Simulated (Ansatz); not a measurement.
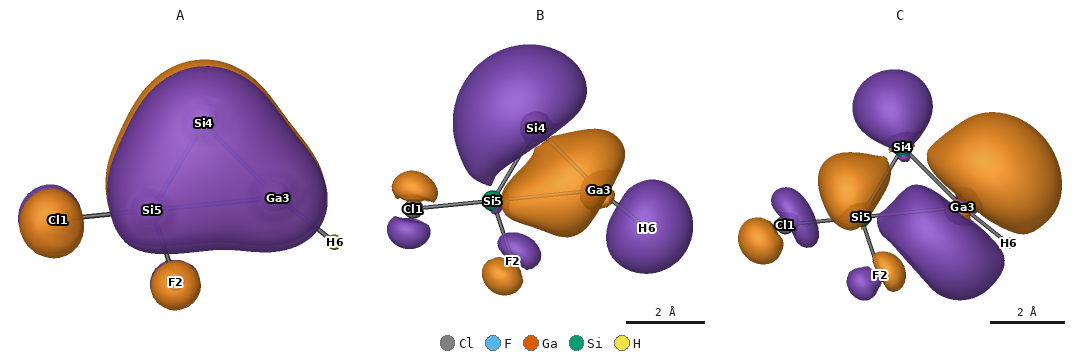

ClFGaHSi$_{2}$. Three frontier orbitals at ±0.06 Å⁻³ᐟ² (orange and purple are the two phases), in no order.

Geometry: B3LYP-D3(BJ)/def2-SVP.

Method: isolated molecule in a Gaussian basis; Kohn-Sham density functional theory, functional PBE0 (Ansatz).

```xyz
6

Cl   -2.5750    0.6528   -3.3103
F    -3.3631   -0.3303   -0.6851
Ga   -1.2505   -0.0833    1.2812
Si   -0.0414    0.8210   -0.4567
Si   -2.0080    0.3395   -1.3476
H    -1.9316   -0.6764    2.5713
```

> Order the three orbitals by energy and name them.

B is the HOMO−1 (−7.50 eV). It lies mainly on Si4 (about 50 %), Ga3 (about 20 %), H6 (about 10 %) and Si5 (about 10 %); it is symmetric in the molecular plane (an in-plane orbital: σ, lone-pair or in-plane π type). A is the HOMO (−6.16 eV). By Hirshfeld shares it lies mainly on Si4 (about 45 %), Si5 (about 30 %) and Ga3 (about 20 %); it changes sign across the molecular plane (π type); π-bonding across Ga3–Si4, Ga3–Si5 and Si4–Si5. C is the LUMO (−2.18 eV). Its weight (Hirshfeld) is mainly on Ga3 (about 55 %), Si4 (about 20 %) and Si5 (about 15 %); it is symmetric in the molecular plane (an in-plane orbital: σ, lone-pair or in-plane π type).

> What is the HOMO–LUMO gap?

3.98 eV between the orbital energies.
